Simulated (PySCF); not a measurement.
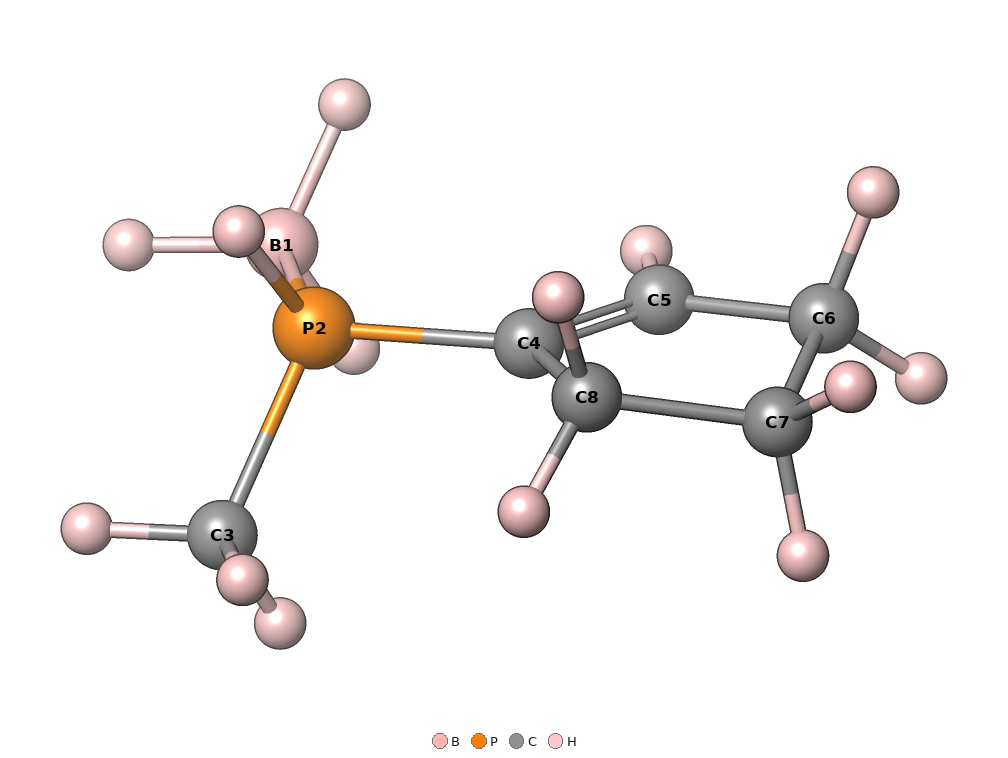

Distant atoms are faded towards the background colour. The geometry was computed by an optimisation with PBE0-D3(BJ)/def2-SVP. No frequency run is at hand to confirm it as a minimum.

How is the 5-membered ring C4–C5–C6–C7–C8 puckered?

It is an envelope, with C7 as the flap. The Cremer–Pople amplitude Q is 0.22 Å.

Give the torsion angles round the ring, beginning with the bond from its second to its third atom.

13°, −21°, 21°, −14°, 0°.
